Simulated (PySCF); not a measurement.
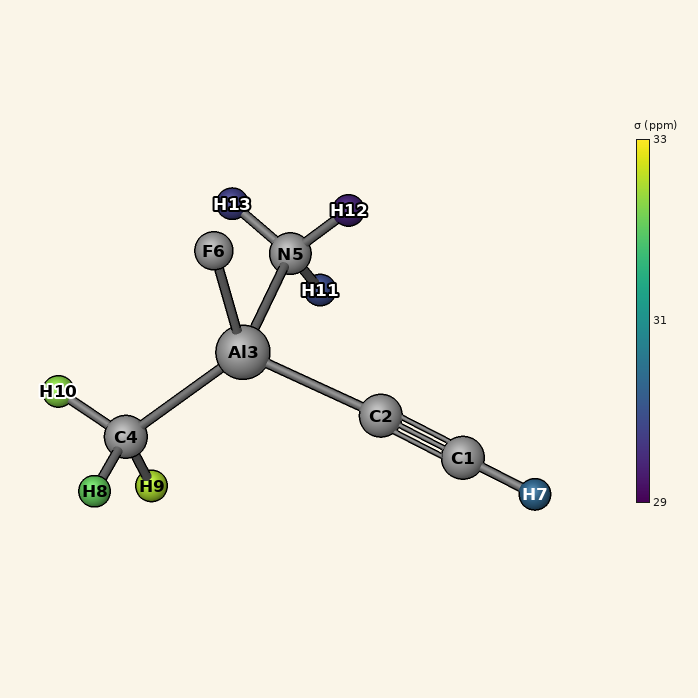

Atoms are coloured by their isotropic NMR shieldings (H only, the others grey). The geometry was computed by an optimisation with GFN2-xTB. No frequency run is at hand to confirm it as a minimum. Level of theory: GIAO PBE0/pcSseg-1 NMR shielding, non-relativistic, gas phase (PySCF 2.14.0).

List the isotropic NMR shieldings of the H atoms.

```json
{"atom": "H7", "σ (ppm)": "30.32"}
{"atom": "H8", "σ (ppm)": "32.05"}
{"atom": "H9", "σ (ppm)": "32.50"}
{"atom": "H10", "σ (ppm)": "32.29"}
{"atom": "H11", "σ (ppm)": "29.93"}
{"atom": "H12", "σ (ppm)": "29.43"}
{"atom": "H13", "σ (ppm)": "29.77"}
```

The geometry is semi-empirical. Around Al such bond lengths and angles can be off by a tenth of an ångström or more and by several degrees, and values that hang on the shape move with them.
